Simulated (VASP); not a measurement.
Band structure of KI (rock salt). These are RPBE GGA, VASP's PBE PAW potentials (set 64) (plane waves; VASP) values and carry that method's errors.

Unless said otherwise, spin-orbit coupling is left out, though it shifts the bands of the heavy elements here.

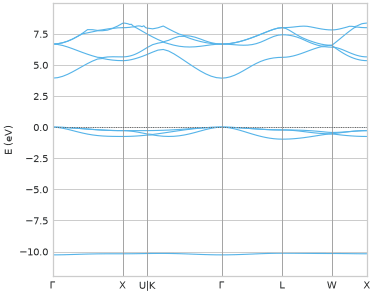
Fig. 1. Bands along high-symmetry lines, zero at the valence-band maximum or, without a gap, the Fermi level

Task: Read the plot: is there a gap, and where are the band edges?

Result: The gap is direct, 3.94 eV, from the valence maximum at Γ to the conduction minimum at Γ. (Edges off the drawn lines would not show.)

Measured: gap 6.10 eV (computed value off by -2.16 eV), as given by Aguado et al., (1998), arXiv:cond-mat/9809176.

The compound is KI in the rock salt structure. It was relaxed first, which changed the volume by +16 %.
